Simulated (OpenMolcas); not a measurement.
**UHF/ANO-RCC-VDZP (DKH2, RICD fitting) run of Si2NH6 (SMILES [SiH2]N[SiH3])**

Wanted: the energy along one coordinate of Si2NH6. 

The calculation is run with OpenMolcas 26.06.

### 1 The molecule

Si2NH6: 9 atoms, total charge 0, spin state doublet. As SMILES, `[SiH2]N[SiH3]`. The shape is that of a PBE0-D4/def2-TZVP optimisation. This is one conformer, not always the lowest.

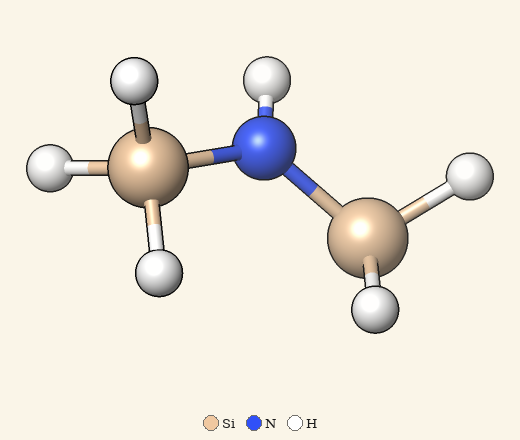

The structure, seen from a chosen angle (silicon light orange, nitrogen blue, hydrogen white).

### 2 The energy along one coordinate at UHF/ANO-RCC-VDZP (DKH2, RICD fitting)

Contents of point1.xyz:

```xyz
9
R = 1.342
Si    -1.242431     0.795660    -1.008968
N      0.155369     0.496160    -0.035368
Si     0.570169    -0.950140     0.819632
H     -1.616500    -0.372000    -1.554500
H     -0.884431     1.783760    -2.071468
H      0.722569     1.309660     0.161632
H      1.941069    -1.406140     0.464832
H     -0.419731    -1.983040     0.427932
H      0.530069    -0.757340     2.294832
```

Contents of calc.inp:

```
* H6NSi2 Hartree-Fock
&GATEWAY
Coord = point1.xyz
Basis = ANO-RCC-VDZP
Group = NoSym
RICD
&SEWARD
&SCF
UHF
Spin = 2
PrOrbitals = 0
>>> ForEach K in (1, 2, 3, 4, 5, 6, 7, 8, 9)
&GATEWAY
Coord = $CurrDir/point$K.xyz
Basis = ANO-RCC-VDZP
Group = NoSym
RICD
&SEWARD
&SCF
UHF
Spin = 2
PrOrbitals = 0
FileOrb = $Project.UhfOrb
>>> EndDo
```

Run with:

```console
export MOLCAS_MEM=1860
pymolcas calc.inp > calc.log
```

Log:

```text
--- Start Module: gateway ---
[...]
--- Stop Module: gateway /rc=_RC_ALL_IS_WELL_ ---
[...]
      Basis functions           80
[...]
       Convergence after  13 Iterations
[...]
::    Total SCF energy                               -637.0772283621
[...]
       Convergence after   2 Iterations
[...]
::    Total SCF energy                               -637.0772283621
[...]
--- Start Module: seward ---
[...]
--- Stop Module: seward /rc=_RC_ALL_IS_WELL_ ---
[...]
--- Start Module: scf ---
[...]
       Convergence after  11 Iterations
[...]
::    Total SCF energy                               -636.9879058974
[...]
      Total spin, S                                     0.6715468000
[...]
      Total electronic charge=   41.000000
      Total            charge=   -0.000000
[...]
      Dipole Moment (debye):
      Origin of the operator (angstrom)=    0.6459    2.7038    1.1760
                   X=  1.2424E+00               Y=  1.0331E+00               Z=  5.0631E-01           Total=  1.6933E+00
      Quadrupole Moment (debye*angstrom):
[...]
--- Stop Module: scf /rc=_RC_ALL_IS_WELL_ ---
[...]
```

Wall time 56 s (1 thread of Arm Neoverse V1, shared host); peak memory 0.084 GiB.

The scan, from its lowest point:

| H4–Si1 (Å) | energy (kJ/mol) |
| --- | --- |
| 1.342 | 22.5 |
| 1.491 | 0.0 |
| 1.640 | 18.3 |
| 1.864 | 80.5 |
| 2.162 | 171.5 |
| 2.535 | 229.8 |
| 2.982 | 250.2 |
| 3.578 | 255.8 |
| 4.473 | 257.0 |

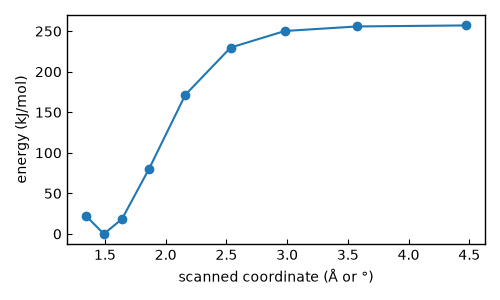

Energy along the scan.

### 3 Summary of results

At UHF/ANO-RCC-VDZP (DKH2, RICD fitting):

| quantity | value |
| --- | --- |
| lowest energy of the scan | -637.08581 Eh |
